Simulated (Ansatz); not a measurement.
# Work function of Pd(110): what the settings cost and change, part 2 of 2

Aim: the numerical settings behind the work function of Pd(110), with the cost of each.

Ansatz 0.2.0; plane-wave DFT, PBE, Ansatz PAW.

So far. Step 6 (Slab): The work function is 4.701 eV, -0.135 eV from the run “cutoff 420 eV”, at 0.072 times its CPU time. Step 7 (Run): The work function is 4.801 eV, -0.035 eV from the run “cutoff 420 eV”, at 0.19 times its CPU time.

**8. Run**

The input, input.yaml:

```yaml
crystal:
  lattice:
    - [3.89, 0.0, 0.0]
    - [0.0, 2.7506453788, 0.0]
    - [0.0, 0.0, 26.2519361364]
  atoms:
    - { symbol: Pd, position: [0.0, 0.0, 0.3428318564] }
    - { symbol: Pd, position: [0.5, 0.5, 0.3952212376] }
    - { symbol: Pd, position: [0.0, 0.0, 0.4476106188] }
    - { symbol: Pd, position: [0.5, 0.5, 0.5] }
    - { symbol: Pd, position: [0.0, 0.0, 0.5523893812] }
    - { symbol: Pd, position: [0.5, 0.5, 0.6047787624] }
    - { symbol: Pd, position: [0.0, 0.0, 0.6571681436] }
kpoints:
  mp_grid: { grid: [7, 10, 1] }
hamiltonian:
  xc: pbe
scf:
  occupations: { method: fermi_dirac, width: 0.1 }
  convergence: { dr2_threshold: 1.0e-09 }
efield:
  axis: 3
  dipole_correction: true
  ramp_position: 0.97
  ramp_width: 0.06
output:
  write_potential: true
  write_density: true
  volumetric_format: npy
```

The run is started by

```bash
$ ansatz run input.yaml --threads 2 --pin off --max-ram 3072MiB --backend cpu --events-out ev --progress --plain --runs-dir out
```

Numbers of over 12 decimals in the logs are rounded to 6 here.

The log of the run:

```text
[...]
Crystal: 7 atoms, lattice volume = 280.896 Å³
Basis set: ecut = 420 eV, 5495 PW (Γ)
Bands: 76, of which v1, the nominal top of the filled ones, is band 63 counted from 1 (62 counted from 0)
Symmetry: 4 space group operations
k-points: 24 of 70
[...]
k-point 0: bands = [... 59 lower, 3.7821, 3.8177, 3.8462, 4.0876, 4.0991, 4.2691, 4.4583, 4.8741, ... 9 higher]
  k-point 1: bands = [... 59 lower, 3.5800, 3.8724, 3.9271, 3.9462, 3.9838, 4.2265, 4.4398, 5.0225, ... 9 higher]
  k-point 2: bands = [... 59 lower, 3.4850, 3.6791, 3.7538, 4.0139, 4.1042, 4.3814, 4.4400, 5.4310, ... 9 higher]
  k-point 23: bands = [... 59 lower, 4.2180, 4.2339, 4.3441, 4.3889, 6.2007, 6.3357, 8.0039, 8.2774, ... 9 higher]
[key lines of the parts left out:]
SCF converged after 12 iterations
Free energy (F): -48807.982318 eV
Fermi energy:    4.218592 eV
Dipole field:    D = 0.000000 V/Å  (p = 0.000000 e·Å, saw-weighted, corrected)
Work function:   Φ+ = 4.8456 eV   Φ− = 4.8456 eV
```

Elapsed: 40 s, on 2 threads of Intel Xeon 6975P-C (Granite Rapids), shared host; peak memory 0.87 GiB.

The work function is 4.846 eV, +0.009 eV from the run “cutoff 420 eV”, at 0.45 times its CPU time.

**9. Slab**

input.yaml: that of step 8 with these lines changed.

```diff
@@ -14,3 +14,3 @@
 kpoints:
-  mp_grid: { grid: [7, 10, 1] }
+  mp_grid: { grid: [16, 22, 1] }
 hamiltonian:
```

The log of the run:

```text
[...]
Crystal: 7 atoms, lattice volume = 280.896 Å³
Basis set: ecut = 420 eV, 5495 PW (Γ)
Bands: 76, of which v1, the nominal top of the filled ones, is band 63 counted from 1 (62 counted from 0)
Symmetry: 4 space group operations
k-points: 108 of 352
[...]
k-point 0: bands = [... 59 lower, 3.7872, 3.8219, 3.8492, 4.0922, 4.1029, 4.2739, 4.4632, 4.8765, ... 9 higher]
  k-point 1: bands = [... 59 lower, 3.7172, 3.8795, 3.9046, 4.0062, 4.0560, 4.3495, 4.3864, 4.9083, ... 9 higher]
  k-point 2: bands = [... 59 lower, 3.6077, 3.8896, 3.9545, 3.9570, 3.9741, 4.2440, 4.4327, 5.0000, ... 9 higher]
  k-point 107: bands = [... 59 lower, 4.2084, 4.2802, 4.3641, 4.3918, 6.1456, 6.2799, 8.0815, 8.3576, ... 9 higher]
[key lines of the parts left out:]
SCF converged after 12 iterations
Free energy (F): -48807.969404 eV
Fermi energy:    4.224530 eV
Dipole field:    D = 0.000000 V/Å  (p = 0.000000 e·Å, saw-weighted, corrected)
Work function:   Φ+ = 4.8368 eV   Φ− = 4.8368 eV
```

Run time: 3 min. Hardware: 2 threads; peak memory 2.2 GiB.

The work function is 4.837 eV, +0.001 eV from the run “cutoff 420 eV”, at 2.1 times its CPU time.

**10. Run**

input.yaml: that of step 9 with these lines changed.

```diff
@@ -14,3 +14,3 @@
 kpoints:
-  mp_grid: { grid: [16, 22, 1] }
+  mp_grid: { grid: [11, 15, 1] }
 hamiltonian:
@@ -18,3 +18,3 @@
 scf:
-  occupations: { method: fermi_dirac, width: 0.1 }
+  occupations: { method: gaussian, width: 0.05 }
   convergence: { dr2_threshold: 1.0e-09 }
```

The log of the run:

```text
[...]
Crystal: 7 atoms, lattice volume = 280.896 Å³
Basis set: ecut = 420 eV, 5495 PW (Γ)
Bands: 76, of which v1, the nominal top of the filled ones, is band 63 counted from 1 (62 counted from 0)
Symmetry: 4 space group operations
k-points: 48 of 165
[...]
k-point 0: bands = [... 59 lower, 3.7920, 3.8032, 3.8581, 4.0885, 4.1009, 4.2624, 4.4454, 4.8767, ... 9 higher]
  k-point 1: bands = [... 59 lower, 3.6716, 3.9104, 3.9428, 3.9468, 4.0132, 4.2989, 4.3826, 4.9445, ... 9 higher]
  k-point 2: bands = [... 59 lower, 3.5034, 3.8324, 3.8629, 3.8746, 4.0427, 4.2431, 4.4577, 5.1350, ... 9 higher]
  k-point 47: bands = [... 59 lower, 4.1755, 4.2127, 4.3243, 4.3547, 5.9482, 6.4120, 7.8221, 8.3422, ... 9 higher]
[key lines of the parts left out:]
SCF converged after 14 iterations
Free energy (F): -48807.713312 eV
Fermi energy:    4.180468 eV
Dipole field:    D = -0.000000 V/Å  (p = -0.000000 e·Å, saw-weighted, corrected)
Work function:   Φ+ = 4.8857 eV   Φ− = 4.8857 eV
```

Run time: 87 s. Hardware: 2 threads; peak memory 1.3 GiB.

The work function is 4.886 eV, +0.049 eV from the run “cutoff 420 eV”, at 1.0 times its CPU time.

**11. Slab**

input.yaml: that of step 10 with these lines changed.

```diff
@@ -18,3 +18,3 @@
 scf:
-  occupations: { method: gaussian, width: 0.05 }
+  occupations: { method: methfessel_paxton, width: 0.2 }
   convergence: { dr2_threshold: 1.0e-09 }
```

The log of the run:

```text
[...]
Crystal: 7 atoms, lattice volume = 280.896 Å³
Basis set: ecut = 420 eV, 5495 PW (Γ)
Bands: 76, of which v1, the nominal top of the filled ones, is band 63 counted from 1 (62 counted from 0)
Symmetry: 4 space group operations
k-points: 48 of 165
[...]
k-point 0: bands = [... 59 lower, 3.7924, 3.8080, 3.8561, 4.0887, 4.0989, 4.2647, 4.4480, 4.8757, ... 9 higher]
  k-point 1: bands = [... 59 lower, 3.6716, 3.9141, 3.9420, 3.9451, 4.0132, 4.3010, 4.3833, 4.9436, ... 9 higher]
  k-point 2: bands = [... 59 lower, 3.5033, 3.8319, 3.8646, 3.8739, 4.0405, 4.2445, 4.4575, 5.1343, ... 9 higher]
  k-point 47: bands = [... 59 lower, 4.1802, 4.2175, 4.3218, 4.3588, 5.9494, 6.4125, 7.8236, 8.3425, ... 9 higher]
[key lines of the parts left out:]
SCF converged after 14 iterations
Free energy (F): -48807.711580 eV
Fermi energy:    4.186241 eV
Dipole field:    D = -0.000000 V/Å  (p = -0.000000 e·Å, saw-weighted, corrected)
Work function:   Φ+ = 4.8795 eV   Φ− = 4.8795 eV
```

Wall time 82 s (2 threads); peak memory 1.3 GiB.

The work function is 4.879 eV, +0.043 eV from the run “cutoff 420 eV”, at 0.97 times its CPU time.

**12. Slab**

input.yaml: that of step 11 with these lines changed.

```diff
@@ -18,3 +18,3 @@
 scf:
-  occupations: { method: methfessel_paxton, width: 0.2 }
+  occupations: { method: fermi_dirac, width: 0.3 }
   convergence: { dr2_threshold: 1.0e-09 }
```

The log of the run:

```text
band count auto-derived: 84 (N_el = 126.0; filled up to band 63; 76 by the electrons, moments and atoms)
[...]
Crystal: 7 atoms, lattice volume = 280.896 Å³
Basis set: ecut = 420 eV, 5495 PW (Γ)
Bands: 84, of which v1, the nominal top of the filled ones, is band 63 counted from 1 (62 counted from 0)
Symmetry: 4 space group operations
k-points: 48 of 165
[...]
k-point 0: bands = [... 59 lower, 3.7131, 3.7848, 3.7887, 4.0451, 4.0582, 4.2401, 4.4445, 4.8438, ... 17 higher]
  k-point 1: bands = [... 59 lower, 3.6035, 3.8664, 3.8863, 3.8967, 3.9684, 4.2946, 4.3617, 4.9098, ... 17 higher]
  k-point 2: bands = [... 59 lower, 3.4436, 3.7792, 3.8248, 3.8277, 3.9629, 4.2297, 4.4422, 5.0978, ... 17 higher]
  k-point 47: bands = [... 59 lower, 4.1622, 4.1781, 4.2915, 4.3268, 5.9285, 6.3908, 7.8022, 8.3159, ... 17 higher]
[key lines of the parts left out:]
SCF converged after 11 iterations
Free energy (F): -48809.392348 eV
Fermi energy:    4.363653 eV
Dipole field:    D = 0.000000 V/Å  (p = 0.000000 e·Å, saw-weighted, corrected)
Work function:   Φ+ = 4.7172 eV   Φ− = 4.7172 eV
```

Wall time 94 s (2 threads); peak memory 1.4 GiB.

The work function is 4.717 eV, -0.119 eV from the run “cutoff 420 eV”, at 1.1 times its CPU time.

**13. Run**

input.yaml: that of step 12 with these lines changed.

```diff
@@ -18,3 +18,3 @@
 scf:
-  occupations: { method: fermi_dirac, width: 0.3 }
+  occupations: { method: cold, width: 0.1 }
   convergence: { dr2_threshold: 1.0e-09 }
```

The log of the run:

```text
[...]
Crystal: 7 atoms, lattice volume = 280.896 Å³
Basis set: ecut = 420 eV, 5495 PW (Γ)
Bands: 76, of which v1, the nominal top of the filled ones, is band 63 counted from 1 (62 counted from 0)
Symmetry: 4 space group operations
k-points: 48 of 165
[...]
k-point 0: bands = [... 59 lower, 3.7935, 3.8027, 3.8592, 4.0889, 4.1009, 4.2616, 4.4441, 4.8768, ... 9 higher]
  k-point 1: bands = [... 59 lower, 3.6727, 3.9100, 3.9428, 3.9481, 4.0136, 4.2977, 4.3819, 4.9447, ... 9 higher]
  k-point 2: bands = [... 59 lower, 3.5042, 3.8329, 3.8627, 3.8746, 4.0438, 4.2422, 4.4569, 5.1353, ... 9 higher]
  k-point 47: bands = [... 59 lower, 4.1754, 4.2130, 4.3232, 4.3554, 5.9480, 6.4115, 7.8221, 8.3419, ... 9 higher]
[key lines of the parts left out:]
SCF converged after 14 iterations
Free energy (F): -48807.696596 eV
Fermi energy:    4.181557 eV
Dipole field:    D = -0.000000 V/Å  (p = -0.000000 e·Å, saw-weighted, corrected)
Work function:   Φ+ = 4.8849 eV   Φ− = 4.8849 eV
```

It took 77 s on 2 threads; peak memory 1.3 GiB; 2.5 min of CPU time.

The work function is 4.885 eV, +0.049 eV from the run “cutoff 420 eV”, at 0.91 times its CPU time.

**14. The series together**

Times are for 2 threads of Intel Xeon 6975P-C (Granite Rapids), shared host. The series side by side:

```tsv
no.	setting	work function, upper face (eV)	time	memory (GiB)
1	cutoff 200 eV	5.582	28 s	0.64
2	cutoff 300 eV	4.847	56 s	0.89
3	cutoff 420 eV	4.836	88 s	1.3
4	cutoff 600 eV	4.836	2.5 min	1.9
5	mesh 2x3	4.701	7.8 s	0.55
6	mesh 4x5	4.801	17 s	0.64
7	mesh 7x10	4.846	40 s	0.87
8	mesh 16x22	4.837	3 min	2.2
9	Gaussian smearing 0.05 eV	4.886	87 s	1.3
10	methfessel_paxton smearing 0.2 eV	4.879	82 s	1.3
11	fermi_dirac smearing 0.3 eV	4.717	94 s	1.4
12	cold smearing 0.1 eV	4.885	77 s	1.3
```

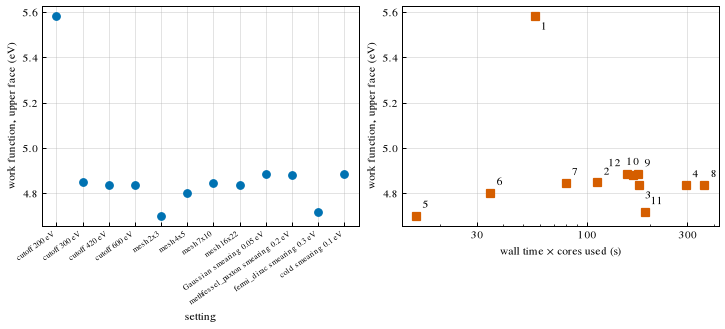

The series as plots; the last panel sets the first result against cost, with the runs numbered as in the table.

**15. The same run with other settings**

An input spoilt on purpose, to show how the run answers: it repeats the earlier run “cutoff 200 eV” with efield.axis from 3 to 0, and scf.max_iter set to 100; its output block differs too.

input.yaml: that of step 13 with these lines changed.

```diff
@@ -18,6 +18,7 @@
 scf:
-  occupations: { method: cold, width: 0.1 }
+  occupations: { method: fermi_dirac, width: 0.1 }
   convergence: { dr2_threshold: 1.0e-09 }
+  max_iter: 100
 efield:
-  axis: 3
+  axis: 0
   dipole_correction: true
@@ -25,2 +26,4 @@
   ramp_width: 0.06
+basis:
+  ecutwfc: "200 eV"
 output:
```

The log of the run:

```text
Error: invalid value for `efield.axis`: must be in [1, 3]; got 0
```

Wall time 0.03 s (2 threads); peak memory 0.06 GiB.

The program refused the input before any cycle.

The program's message: “Error: invalid value for `efield.axis`: must be in [1, 3]; got 0”

The fault put into the input: an axis of 0, outside the range 1 to 3.

**16. Summary of results**

```
work function, cutoff 200 eV : 5.582 eV
work function, cutoff 420 eV : 4.836 eV
work function, cutoff 600 eV : 4.836 eV
work function, mesh 2x3      : 4.701 eV
```

The run at the highest cutoff gives 4.84 eV, and the settings tried spread the value from 4.70 to 5.58 eV. Against 600 eV, a cutoff of 200 eV is off by +0.746 eV. Against 600 eV, a cutoff of 420 eV is off by +0.000 eV. Against the finest mesh, 16 points along a, the coarser ones are off by -0.14 (2), -0.04 (4) and +0.01 (7) eV. The smearing schemes and widths spread it over 0.17 eV. The program marks the value as in doubt in “cutoff 200 eV”. The ladder's slabs use the tabulated experimental lattice constant (two decimals; a low-temperature value for the alkali metals). In 1 run of the series (cutoff 200 eV) the program warns that electrons reach the sawtooth's ramp, which makes dipole and work function less sure.

Calculation against experiment:

| quantity | measured | cutoff 600 eV |
| --- | --- | --- |
| work function (clean (110) face, a compiled value) (eV) | 5.07 | 4.84 (-0.23 eV) |

Measured values from arxiv:1902.07811 (2019).

How well it matches: The work function is off by -0.23 eV: fair agreement. The grades are ours: good and fair within 3 and 7 % for the work function. No cell relaxation is part of this session.

[Logs are printed without paths, hosts, clocks, repeated set-up lines and the standing remarks that a program may print on its own settings, such as how far it seeks lower states.]

[Hosts, paths, dates, database ids (printed as entryN), source tags and the programs' standing remarks are cut or masked in the printed files.]

[Maps of the electrostatic potential energy from Ansatz leave out the sawtooth potential of an applied field or a dipole correction, so their vacuum need not be flat; planar profiles and work functions include it.]
